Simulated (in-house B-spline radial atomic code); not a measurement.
# Cr²¹⁺: ionisation energy by several methods

Wanted: one ionisation energy, Cr²¹⁺ to configuration 1s2, up the ladder of functionals.

Program: in-house B-spline radial atomic code version 1. Level of theory: non-relativistic, several functionals, spin-polarised; spherical all-electron atom at the radial basis limit. These are calculated values, not measurements, unless marked.

### 1 What is computed

```
element       : chromium (Z = 24)
charge        : +21
electrons     : 3
configuration : [He] 2s1
nucleus       : point
```

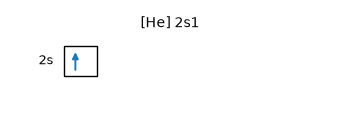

Occupation of the outer shells (arrows by Hund's rule).

Where spins are not typed, each open shell is filled with up spins first.

### 2 r2SCAN0

The run's settings:

```ini
Z = 24
electrons = 3.0
configuration = [He] 2s1
hamiltonian = nr
method = r2scan0
spin_polarised = True
```

### 3 M06-2X

The run's settings:

```ini
Z = 24
electrons = 3.0
configuration = [He] 2s1
hamiltonian = nr
method = m062x
spin_polarised = True
```

### 4 SCAN

The run's settings:

```ini
Z = 24
electrons = 3.0
configuration = [He] 2s1
hamiltonian = nr
method = scan,scan
spin_polarised = True
```

### 5 PW91

The run's settings:

```ini
Z = 24
electrons = 3.0
configuration = [He] 2s1
hamiltonian = nr
method = pw91,pw91
spin_polarised = True
```

### 6 LC-ωPBE

The run's settings:

```ini
Z = 24
electrons = 3.0
configuration = [He] 2s1
hamiltonian = nr
method = lc_wpbe
spin_polarised = True
```

### 7 B97-1

The run's settings:

```ini
Z = 24
electrons = 3.0
configuration = [He] 2s1
hamiltonian = nr
method = b97_1
spin_polarised = True
```

### 8 TPSSh

The run's settings:

```ini
Z = 24
electrons = 3.0
configuration = [He] 2s1
hamiltonian = nr
method = tpssh
spin_polarised = True
```

**Question.** The tabulated ionisation energy is 1721.18 ± 0.007 eV (tabulated theoretical; NIST Atomic Spectra Database). What does each method give, and which comes nearest?

**Answer**, as computed:

| method | rung | total energy (hartree) | ΔSCF (eV) | −ε highest (eV) | ΔSCF less tabulated (eV) |
| --- | --- | --- | --- | --- | --- |
| PW91 | GGA | -623.7100 | 1708.50 | 1672.69 (2s up) | -12.69 |
| SCAN | meta-GGA | -623.8296 | 1705.31 | 1674.73 (2s up) | -15.87 |
| r2SCAN0 | global hybrid | -623.8327 | 1705.43 | 1682.50 (2s up) | -15.75 |
| M06-2X | global hybrid | -623.8929 | 1708.45 | 1690.11 (2s up) | -12.73 |
| B97-1 | global hybrid | -623.8301 | 1707.18 | 1679.51 (2s up) | -14.00 |
| TPSSh | global hybrid | -623.9174 | 1707.61 | 1677.17 (2s up) | -13.57 |
| LC-ωPBE | range-separated hybrid | -623.6552 | 1708.18 | 1678.45 (2s up) | -13.00 |

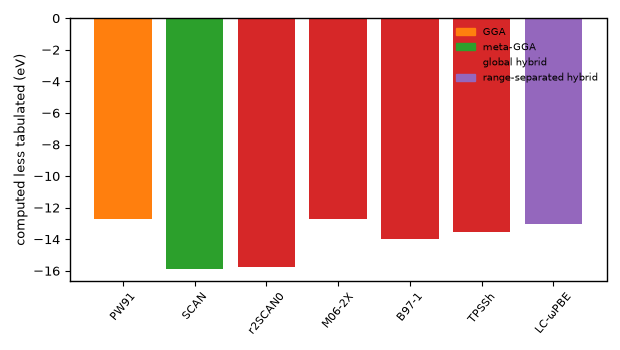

Error of each method against the tabulated value; one colour a rung.

What this shows: Against the tabulated ionisation energy, 1721.18 ± 0.007 eV (tabulated theoretical; NIST Atomic Spectra Database), the best here is PW91 (-12.69 eV) and the worst SCAN (-15.87 eV, or 0.92 %). Mean absolute error by rung (exchange-only levels left out): GGA 12.69 eV, meta-GGA 15.87 eV, global hybrid 14.01 eV, range-separated hybrid 13.00 eV. All methods miss on the same side by much the same amount, which points to something that they share. These runs lack relativity altogether, which can outweigh the gaps between the methods, so the nearest may be so by luck.
